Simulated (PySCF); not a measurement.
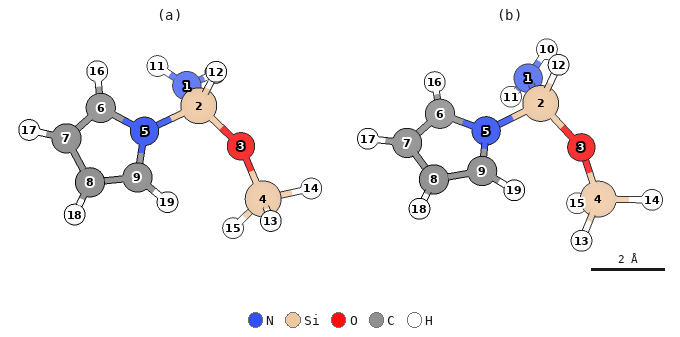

The structure of C4H10N2OSi2 before (left) and after (right) a relaxation, at one scale.

The picture is a ball-and-stick view, seen at a tilt.

The start comes from GFN2-xTB. Its atoms were then displaced at random by about 0.01 Å.

Method: PySCF, PBE0-D3(BJ)/def2-SVP geometry optimisation, gas phase. 

### What changed between the two?

After 20 geometry steps the energy has fallen by 10.4 kcal/mol. H13 moves most after the best rigid fit: 1.19 Å. Largest moves by element: H 1.19 Å, C 0.47 Å, N 0.26 Å, Si 0.25 Å, O 0.24 Å. Some distances before and after: O3–Si4 1.597 → 1.660 Å, Si4–H15 1.449 → 1.495 Å, Si4–H13 1.448 → 1.492 Å, Si2–O3 1.617 → 1.653 Å. Bond angles that change, for instance: Si2–O3–Si4 156.1° → 144.0°, N1–Si2–H12 119.3° → 108.3°, N1–Si2–O3 108.5° → 117.6°. Groups turn about Si2–O3 by about 35°. The run took 11 min on 1 thread of Arm Neoverse N1, with other jobs on the host.
